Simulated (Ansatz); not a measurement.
## Nudged elastic band, with input and output: AlSi36H17Cl3 (part 4 of 4)

Continued. System: AlSi36H17Cl3 (slab, 57 atoms in the cell). Method: DFT PBE, scalar-relativistic, plane waves, PAW, PAW set soft_1, spin-polarised (Ansatz 0.2.0); cutoff 420 eV, 1×1×1 k-mesh, Gaussian smearing of 0.02 eV, collinear spins. The input holds or restrains some coordinates. It belongs to a series of runs on one base structure; here: band between the two ends.

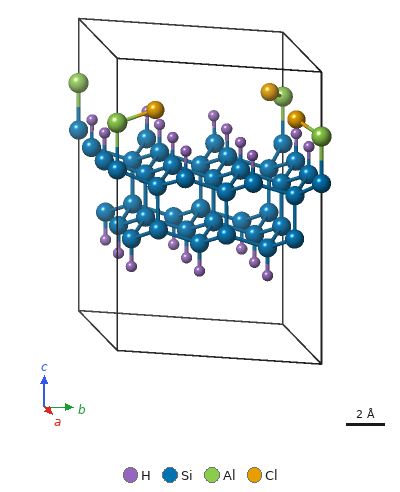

The structure as given in the input (ball-and-stick view of the cell of the calculation, with the vacuum cut short, seen slightly off an axis). An atom can appear more than once, as a periodic image.

### The last band as extended XYZ, continued
```
57
Lattice="11.5188 0.0000 0.0000 5.7594 9.9755 0.0000 0.0000 0.0000 19.8688" Properties=species:S:1:pos:R:3:forces:R:3 image=2 energy=-26932.85242
H     1.9198    1.1084    1.0000   -0.0032  -0.0022  -0.0332
H     5.7594    1.1084    1.0000    0.0024   0.0034  -0.0423
H     9.5990    1.1084    1.0000    0.0104  -0.0017  -0.0332
H     3.8396    4.4336    1.0000    0.0104   0.0055  -0.0421
H     7.6792    4.4336    1.0000    0.0041  -0.0034  -0.0414
H    11.5188    4.4336    1.0000   -0.0081  -0.0246  -0.0454
H     5.7594    7.7588    1.0000    0.0100   0.0070  -0.0333
H     9.5990    7.7588    1.0000   -0.0114   0.0197  -0.0461
H    13.4386    7.7588    1.0000    0.0305   0.0032  -0.0476
Si    1.9198    1.1084    2.5000   -0.0846  -0.0387   0.1049
Si    5.7594    1.1084    2.5000   -0.0162  -0.0016  -0.0172
Si    9.5990    1.1084    2.5000    0.0725  -0.0513   0.0947
Si    3.8396    4.4336    2.5000   -0.0109   0.0023  -0.0131
Si    7.6792    4.4336    2.5000   -0.0165  -0.0054  -0.0080
Si   11.5188    4.4336    2.5000   -0.0135  -0.1032   0.0457
Si    5.7594    7.7588    2.5000   -0.0057   0.0830   0.0968
Si    9.5990    7.7588    2.5000   -0.0811   0.0606   0.0293
Si   13.4386    7.7588    2.5000    0.0880   0.0274   0.0346
Si   -0.0123    2.2140    3.3025    0.0030   0.0041   0.0001
Si    3.8285    2.2185    3.2675    0.0054   0.0051   0.0007
Si    7.6685    2.2162    3.2679    0.0014   0.0047   0.0007
Si    1.9062    5.5422    3.2618   -0.0035   0.0008  -0.0013
Si    5.7494    5.5432    3.2690    0.0071  -0.0008   0.0010
Si    9.5891    5.5458    3.2617    0.0052   0.0047  -0.0007
Si    3.8308    8.8688    3.2994    0.0066   0.0072  -0.0003
Si    7.6653    8.8697    3.3009    0.0017   0.0041   0.0012
Si   11.5106    8.8652    3.2602    0.0027   0.0009  -0.0003
Si    0.0117    2.1607    5.6602    0.0020  -0.0063  -0.0012
Si    3.8543    2.2172    5.6085   -0.0017  -0.0035  -0.0044
Si    7.7000    2.2139    5.6088   -0.0034  -0.0051  -0.0046
Si    1.9329    5.5310    5.5991   -0.0011  -0.0040  -0.0029
Si    5.7769    5.5474    5.6111   -0.0034  -0.0065  -0.0040
Si    9.6103    5.5500    5.5979   -0.0030  -0.0032  -0.0025
Si    3.9062    8.8842    5.6548   -0.0038  -0.0084   0.0078
Si    7.6551    8.9022    5.6572    0.0030  -0.0071  -0.0009
Si   11.5449    8.8679    5.5958   -0.0008  -0.0059  -0.0028
Si   -0.0077   -0.0034    6.6367    0.0054   0.0150   0.0134
Si    3.8506   -0.0004    6.3790   -0.0032   0.0044  -0.0012
Si    7.6916   -0.0059    6.3880    0.0016   0.0031   0.0027
Si    1.9098    3.3165    6.3914    0.0005   0.0038  -0.0016
Si    5.7618    3.3271    6.3798    0.0027   0.0048   0.0016
Si    9.5977    3.3360    6.3817    0.0044   0.0009  -0.0003
Si    3.8305    6.6457    6.3824    0.0018   0.0060   0.0016
Si    7.6779    6.6660    6.3919   -0.0014   0.0071   0.0024
Si   11.5203    6.6517    6.3716    0.0034   0.0053   0.0007
H     3.9188    0.0252    7.8714    0.0000   0.0011   0.0043
H     7.6515    0.0099    7.8865   -0.0007   0.0010   0.0003
H     1.9454    3.3406    7.8896    0.0008   0.0005   0.0011
H     5.7589    3.3247    7.8798    0.0001   0.0001   0.0007
H     9.5362    3.3812    7.8741   -0.0016   0.0002   0.0037
H     3.8217    6.5860    7.8767   -0.0009  -0.0070  -0.0050
H     7.6791    6.6237    7.8901   -0.0002  -0.0014   0.0007
H    11.5164    6.6522    7.8715   -0.0002   0.0000   0.0007
Al   11.5246    0.0033    9.1943    0.0168   0.0178  -0.0349
Cl   10.1991   -1.5456    9.8602   -0.0374  -0.0077  -0.0050
Cl   13.5491   -0.3668    9.8072    0.0007  -0.0272   0.0123
Cl   10.8575    1.9501    9.8080    0.0129   0.0114   0.0134
57
Lattice="11.5188 0.0000 0.0000 5.7594 9.9755 0.0000 0.0000 0.0000 19.8688" Properties=species:S:1:pos:R:3:forces:R:3 image=3 energy=-26932.84141
H     1.9198    1.1084    1.0000   -0.0022   0.0009  -0.0330
H     5.7594    1.1084    1.0000    0.0024   0.0090  -0.0419
H     9.5990    1.1084    1.0000    0.0104   0.0016  -0.0331
H     3.8396    4.4336    1.0000    0.0123   0.0055  -0.0412
H     7.6792    4.4336    1.0000    0.0011  -0.0019  -0.0409
H    11.5188    4.4336    1.0000   -0.0086  -0.0252  -0.0458
H     5.7594    7.7588    1.0000    0.0096   0.0071  -0.0331
H     9.5990    7.7588    1.0000   -0.0139   0.0240  -0.0475
H    13.4386    7.7588    1.0000    0.0357   0.0025  -0.0486
Si    1.9198    1.1084    2.5000   -0.0802  -0.0402   0.1075
Si    5.7594    1.1084    2.5000   -0.0142  -0.0007  -0.0132
Si    9.5990    1.1084    2.5000    0.0681  -0.0506   0.0981
Si    3.8396    4.4336    2.5000   -0.0069  -0.0058  -0.0059
Si    7.6792    4.4336    2.5000   -0.0207  -0.0095  -0.0045
Si   11.5188    4.4336    2.5000   -0.0148  -0.1067   0.0398
Si    5.7594    7.7588    2.5000   -0.0067   0.0826   0.0960
Si    9.5990    7.7588    2.5000   -0.0846   0.0658   0.0226
Si   13.4386    7.7588    2.5000    0.0924   0.0277   0.0297
Si   -0.0110    2.2082    3.3027    0.0031   0.0047   0.0015
Si    3.8295    2.2133    3.2693    0.0052   0.0046   0.0007
Si    7.6696    2.2114    3.2693    0.0006   0.0033   0.0006
Si    1.9073    5.5371    3.2612   -0.0062  -0.0015  -0.0013
Si    5.7503    5.5386    3.2704    0.0074  -0.0023   0.0010
Si    9.5901    5.5413    3.2600    0.0053   0.0038  -0.0005
Si    3.8324    8.8637    3.2995    0.0059   0.0060  -0.0004
Si    7.6661    8.8645    3.3009    0.0023   0.0017   0.0016
Si   11.5121    8.8601    3.2581    0.0034  -0.0010  -0.0005
Si    0.0098    2.1668    5.6608    0.0033  -0.0029  -0.0046
Si    3.8535    2.2224    5.6117   -0.0013   0.0000  -0.0032
Si    7.6990    2.2230    5.6112   -0.0035  -0.0017  -0.0035
Si    1.9300    5.5365    5.5979    0.0011  -0.0011  -0.0044
Si    5.7737    5.5555    5.6134   -0.0035  -0.0033  -0.0028
Si    9.6091    5.5590    5.5949   -0.0031   0.0007  -0.0048
Si    3.9044    8.8932    5.6552   -0.0024  -0.0028   0.0109
Si    7.6535    8.9105    5.6575    0.0023  -0.0014  -0.0006
Si   11.5457    8.8750    5.5923    0.0002  -0.0026  -0.0047
Si   -0.0066   -0.0072    6.6423    0.0064   0.0129   0.0116
Si    3.8534   -0.0051    6.3773   -0.0047   0.0021  -0.0019
Si    7.6922   -0.0055    6.3873    0.0022   0.0004   0.0023
Si    1.9102    3.3142    6.3924    0.0001  -0.0004  -0.0012
Si    5.7618    3.3275    6.3824    0.0016   0.0026   0.0017
Si    9.5996    3.3388    6.3799    0.0042  -0.0041   0.0002
Si    3.8274    6.6458    6.3819    0.0018   0.0034   0.0029
Si    7.6786    6.6659    6.3911   -0.0029   0.0050   0.0040
Si   11.5205    6.6523    6.3689    0.0024   0.0036   0.0010
H     3.9252    0.0102    7.8693    0.0024   0.0005   0.0025
H     7.6493    0.0072    7.8858   -0.0002   0.0001   0.0009
H     1.9432    3.3397    7.8908    0.0000   0.0005   0.0012
H     5.7587    3.3245    7.8822    0.0002   0.0004   0.0009
H     9.5432    3.3923    7.8717   -0.0024   0.0023   0.0022
H     3.8120    6.5877    7.8760   -0.0039  -0.0088  -0.0075
H     7.6821    6.6240    7.8896    0.0001  -0.0015   0.0006
H    11.5157    6.6523    7.8689   -0.0003  -0.0001   0.0006
Al   11.5213    0.0051    9.2011    0.0129   0.0221  -0.0369
Cl   10.4749   -1.7410    9.8740   -0.0115  -0.0295  -0.0051
Cl   13.5780   -0.0141    9.8163    0.0019  -0.0008   0.0151
Cl   10.5347    1.8089    9.8188   -0.0097  -0.0009   0.0153
57
Lattice="11.5188 0.0000 0.0000 5.7594 9.9755 0.0000 0.0000 0.0000 19.8688" Properties=species:S:1:pos:R:3:forces:R:3 image=4 energy=-26932.86424
H     1.9198    1.1084    1.0000   -0.0011   0.0038  -0.0333
H     5.7594    1.1084    1.0000    0.0015   0.0142  -0.0410
H     9.5990    1.1084    1.0000    0.0075   0.0040  -0.0334
H     3.8396    4.4336    1.0000    0.0127   0.0031  -0.0401
H     7.6792    4.4336    1.0000   -0.0042  -0.0012  -0.0402
H    11.5188    4.4336    1.0000   -0.0081  -0.0229  -0.0469
H     5.7594    7.7588    1.0000    0.0069   0.0054  -0.0333
H     9.5990    7.7588    1.0000   -0.0157   0.0244  -0.0492
H    13.4386    7.7588    1.0000    0.0349   0.0019  -0.0497
Si    1.9198    1.1084    2.5000   -0.0736  -0.0408   0.1071
Si    5.7594    1.1084    2.5000   -0.0095   0.0019  -0.0016
Si    9.5990    1.1084    2.5000    0.0600  -0.0466   0.1015
Si    3.8396    4.4336    2.5000   -0.0013  -0.0129   0.0063
Si    7.6792    4.4336    2.5000   -0.0225  -0.0123   0.0039
Si   11.5188    4.4336    2.5000   -0.0173  -0.1008   0.0276
Si    5.7594    7.7588    2.5000   -0.0072   0.0805   0.0952
Si    9.5990    7.7588    2.5000   -0.0831   0.0650   0.0155
Si   13.4386    7.7588    2.5000    0.0882   0.0283   0.0201
Si   -0.0066    2.2036    3.3009    0.0057   0.0003   0.0009
Si    3.8333    2.2082    3.2719    0.0067   0.0025   0.0009
Si    7.6736    2.2072    3.2715    0.0029   0.0018   0.0009
Si    1.9110    5.5324    3.2608   -0.0028  -0.0028  -0.0008
Si    5.7539    5.5342    3.2723    0.0082  -0.0032   0.0011
Si    9.5939    5.5368    3.2590    0.0077   0.0011  -0.0004
Si    3.8362    8.8586    3.2985    0.0092   0.0038  -0.0009
Si    7.6704    8.8593    3.2995    0.0031   0.0007   0.0002
Si   11.5158    8.8554    3.2571    0.0055  -0.0022  -0.0006
Si    0.0051    2.1747    5.6575   -0.0034   0.0054  -0.0047
Si    3.8483    2.2263    5.6163   -0.0054   0.0025  -0.0021
Si    7.6942    2.2307    5.6154   -0.0078   0.0019  -0.0023
Si    1.9246    5.5429    5.5968   -0.0036   0.0029  -0.0050
Si    5.7667    5.5623    5.6166   -0.0084   0.0005  -0.0018
Si    9.6038    5.5650    5.5932   -0.0073   0.0043  -0.0049
Si    3.8973    8.9022    5.6533   -0.0096   0.0026   0.0082
Si    7.6485    8.9155    5.6550   -0.0026   0.0029   0.0015
Si   11.5409    8.8817    5.5908   -0.0047   0.0003  -0.0045
Si   -0.0031   -0.0099    6.6351    0.0105   0.0055   0.0143
Si    3.8534   -0.0108    6.3790    0.0004  -0.0013  -0.0020
Si    7.6920   -0.0060    6.3881    0.0054  -0.0022   0.0004
Si    1.9112    3.3134    6.3937    0.0042  -0.0027  -0.0008
Si    5.7616    3.3269    6.3860    0.0042  -0.0002   0.0018
Si    9.6033    3.3386    6.3811    0.0071  -0.0064  -0.0002
Si    3.8258    6.6474    6.3831    0.0055  -0.0002   0.0031
Si    7.6797    6.6640    6.3910    0.0021   0.0007   0.0033
Si   11.5203    6.6518    6.3663    0.0044   0.0006   0.0013
H     3.9250   -0.0070    7.8714    0.0012  -0.0008   0.0033
H     7.6479    0.0031    7.8864   -0.0003  -0.0003   0.0015
H     1.9404    3.3415    7.8918    0.0001   0.0007   0.0015
H     5.7591    3.3243    7.8857    0.0005   0.0006   0.0014
H     9.5575    3.3987    7.8731    0.0002   0.0014   0.0032
H     3.8026    6.5923    7.8772   -0.0042  -0.0056  -0.0048
H     7.6868    6.6238    7.8895    0.0011  -0.0020   0.0005
H    11.5160    6.6514    7.8666   -0.0001  -0.0001   0.0000
Al   11.5192    0.0059    9.1864    0.0063   0.0234  -0.0400
Cl   10.7953   -1.8994    9.8528    0.0214  -0.0450  -0.0059
Cl   13.5488    0.3532    9.7949    0.0034   0.0295   0.0123
Cl   10.2247    1.6051    9.8001   -0.0352  -0.0155   0.0115
57
Lattice="11.5188 0.0000 0.0000 5.7594 9.9755 0.0000 0.0000 0.0000 19.8688" Properties=species:S:1:pos:R:3:forces:R:3 image=5 energy=-26932.90775
H     1.9198    1.1084    1.0000    0.0008   0.0058  -0.0337
H     5.7594    1.1084    1.0000    0.0012   0.0179  -0.0398
H     9.5990    1.1084    1.0000    0.0027   0.0055  -0.0337
H     3.8396    4.4336    1.0000    0.0135   0.0000  -0.0391
H     7.6792    4.4336    1.0000   -0.0095  -0.0015  -0.0392
H    11.5188    4.4336    1.0000   -0.0063  -0.0180  -0.0487
H     5.7594    7.7588    1.0000    0.0036   0.0029  -0.0336
H     9.5990    7.7588    1.0000   -0.0158   0.0197  -0.0505
H    13.4386    7.7588    1.0000    0.0280   0.0047  -0.0507
Si    1.9198    1.1084    2.5000   -0.0627  -0.0405   0.1059
Si    5.7594    1.1084    2.5000   -0.0031   0.0051   0.0149
Si    9.5990    1.1084    2.5000    0.0554  -0.0428   0.1039
Si    3.8396    4.4336    2.5000    0.0071  -0.0165   0.0197
Si    7.6792    4.4336    2.5000   -0.0199  -0.0142   0.0178
Si   11.5188    4.4336    2.5000   -0.0138  -0.0915   0.0124
Si    5.7594    7.7588    2.5000   -0.0044   0.0740   0.0971
Si    9.5990    7.7588    2.5000   -0.0749   0.0545   0.0091
Si   13.4386    7.7588    2.5000    0.0808   0.0300   0.0111
Si   -0.0031    2.2032    3.2977    0.0033  -0.0022  -0.0007
Si    3.8363    2.2064    3.2746    0.0042   0.0019  -0.0001
Si    7.6769    2.2060    3.2744    0.0021   0.0021   0.0000
Si    1.9142    5.5314    3.2601    0.0002  -0.0002  -0.0010
Si    5.7568    5.5329    3.2747    0.0039  -0.0007   0.0000
Si    9.5973    5.5347    3.2593    0.0046   0.0008  -0.0008
Si    3.8388    8.8569    3.2969    0.0080   0.0033  -0.0016
Si    7.6744    8.8572    3.2973   -0.0006   0.0027  -0.0013
Si   11.5180    8.8540    3.2577    0.0030   0.0000  -0.0010
Si    0.0023    2.1816    5.6517   -0.0031   0.0049  -0.0036
Si    3.8429    2.2282    5.6208   -0.0037   0.0006  -0.0001
Si    7.6896    2.2331    5.6204   -0.0055   0.0002  -0.0004
Si    1.9217    5.5489    5.5954   -0.0042   0.0015  -0.0019
Si    5.7616    5.5652    5.6207   -0.0053  -0.0008  -0.0001
Si    9.5993    5.5643    5.5937   -0.0042   0.0014  -0.0015
Si    3.8892    8.9071    5.6503   -0.0088   0.0010   0.0024
Si    7.6445    8.9146    5.6509   -0.0008   0.0000   0.0003
Si   11.5327    8.8850    5.5917   -0.0043  -0.0017  -0.0012
Si   -0.0005   -0.0077    6.6173    0.0054   0.0014   0.0159
Si    3.8486   -0.0125    6.3843    0.0021  -0.0011  -0.0032
Si    7.6887   -0.0068    6.3901    0.0035  -0.0014  -0.0022
Si    1.9117    3.3178    6.3940    0.0029   0.0001  -0.0025
Si    5.7609    3.3272    6.3901    0.0030   0.0007   0.0005
Si    9.6066    3.3355    6.3860    0.0041  -0.0013  -0.0025
Si    3.8262    6.6517    6.3864    0.0032   0.0007  -0.0003
Si    7.6816    6.6622    6.3922    0.0030   0.0006  -0.0001
Si   11.5196    6.6517    6.3648    0.0027   0.0008   0.0002
H     3.9132   -0.0167    7.8780   -0.0006  -0.0001   0.0032
H     7.6439   -0.0034    7.8876   -0.0017  -0.0004   0.0018
H     1.9367    3.3511    7.8912    0.0002   0.0014   0.0017
H     5.7596    3.3249    7.8897    0.0002   0.0003   0.0011
H     9.5739    3.3935    7.8795    0.0010  -0.0010   0.0034
H     3.7967    6.6007    7.8809   -0.0017  -0.0020   0.0002
H     7.6954    6.6231    7.8898    0.0017  -0.0023   0.0008
H    11.5174    6.6507    7.8652    0.0000  -0.0002   0.0002
Al   11.5186    0.0057    9.1539    0.0004   0.0100  -0.0217
Cl   11.1405   -2.0085    9.7965    0.0341  -0.0239  -0.0095
Cl   13.4607    0.7003    9.7581   -0.0050   0.0331   0.0021
Cl    9.9570    1.3512    9.7623   -0.0302  -0.0253   0.0008
57
Lattice="11.5188 0.0000 0.0000 5.7594 9.9755 0.0000 0.0000 0.0000 19.8688" Properties=species:S:1:pos:R:3:forces:R:3 image=6 energy=-26932.93242
H     1.9198    1.1084    1.0000    0.0010   0.0070  -0.0342
H     5.7594    1.1084    1.0000    0.0007   0.0199  -0.0395
H     9.5990    1.1084    1.0000   -0.0003   0.0079  -0.0343
H     3.8396    4.4336    1.0000    0.0142  -0.0018  -0.0389
H     7.6792    4.4336    1.0000   -0.0135  -0.0021  -0.0389
H    11.5188    4.4336    1.0000   -0.0005  -0.0159  -0.0507
H     5.7594    7.7588    1.0000    0.0010   0.0009  -0.0342
H     9.5990    7.7588    1.0000   -0.0188   0.0111  -0.0518
H    13.4386    7.7588    1.0000    0.0192   0.0106  -0.0519
Si    1.9198    1.1084    2.5000   -0.0565  -0.0336   0.1031
Si    5.7594    1.1084    2.5000    0.0005   0.0107   0.0207
Si    9.5990    1.1084    2.5000    0.0531  -0.0340   0.1011
Si    3.8396    4.4336    2.5000    0.0149  -0.0111   0.0225
Si    7.6792    4.4336    2.5000   -0.0185  -0.0122   0.0230
Si   11.5188    4.4336    2.5000   -0.0027  -0.0883  -0.0045
Si    5.7594    7.7588    2.5000    0.0017   0.0693   0.0912
Si    9.5990    7.7588    2.5000   -0.0734   0.0432  -0.0029
Si   13.4386    7.7588    2.5000    0.0732   0.0396  -0.0020
Si   -0.0011    2.2037    3.2960    0.0027  -0.0032   0.0049
Si    3.8384    2.2064    3.2751   -0.0019  -0.0047   0.0025
Si    7.6788    2.2064    3.2755    0.0010  -0.0041   0.0037
Si    1.9166    5.5327    3.2584    0.0001  -0.0031   0.0028
Si    5.7585    5.5331    3.2757    0.0009  -0.0036   0.0047
Si    9.6002    5.5330    3.2584    0.0014  -0.0041   0.0017
Si    3.8405    8.8568    3.2938   -0.0006   0.0020   0.0054
Si    7.6767    8.8569    3.2946   -0.0012   0.0002   0.0047
Si   11.5181    8.8540    3.2570   -0.0024  -0.0003   0.0028
Si    0.0012    2.1859    5.6492   -0.0058  -0.0080  -0.0123
Si    3.8375    2.2308    5.6222   -0.0030  -0.0025   0.0082
Si    7.6837    2.2308    5.6231   -0.0018  -0.0020   0.0020
Si    1.9212    5.5564    5.5927   -0.0044  -0.0082   0.0053
Si    5.7599    5.5668    5.6231   -0.0021  -0.0086   0.0018
Si    9.5987    5.5575    5.5926   -0.0041  -0.0077   0.0092
Si    3.8804    8.9111    5.6458   -0.0047  -0.0151   0.0096
Si    7.6407    8.9113    5.6470   -0.0021  -0.0103   0.0040
Si   11.5194    8.8853    5.5909    0.0022  -0.0067   0.0039
Si   -0.0012   -0.0080    6.6034    0.0037   0.0141  -0.0062
Si    3.8396   -0.0108    6.3892   -0.0019   0.0049  -0.0091
Si    7.6786   -0.0114    6.3886    0.0046   0.0070  -0.0056
Si    1.9113    3.3258    6.3924    0.0021   0.0080  -0.0090
Si    5.7590    3.3273    6.3929    0.0029   0.0050  -0.0065
Si    9.6064    3.3271    6.3921    0.0066   0.0039  -0.0086
Si    3.8286    6.6566    6.3893    0.0067   0.0126  -0.0043
Si    7.6873    6.6569    6.3907    0.0030   0.0112  -0.0052
Si   11.5181    6.6507    6.3635    0.0027   0.0041  -0.0043
H     3.8931   -0.0151    7.8847   -0.0003   0.0006   0.0033
H     7.6259   -0.0154    7.8843    0.0010  -0.0001   0.0026
H     1.9339    3.3704    7.8882    0.0025   0.0011   0.0020
H     5.7591    3.3255    7.8925   -0.0010  -0.0006   0.0013
H     9.5837    3.3735    7.8877   -0.0025   0.0008   0.0024
H     3.7994    6.6119    7.8848    0.0003  -0.0003   0.0022
H     7.7155    6.6136    7.8866   -0.0003  -0.0017  -0.0001
H    11.5177    6.6495    7.8640    0.0001  -0.0002   0.0006
Al   11.5173   -0.0048    9.1259   -0.0073   0.0077   0.0175
Cl   11.4987   -2.0686    9.7341    0.0038   0.0097  -0.0016
Cl   13.3104    1.0142    9.7388   -0.0070  -0.0069  -0.0061
Cl    9.7397    1.0434    9.7373    0.0106  -0.0123  -0.0078
```
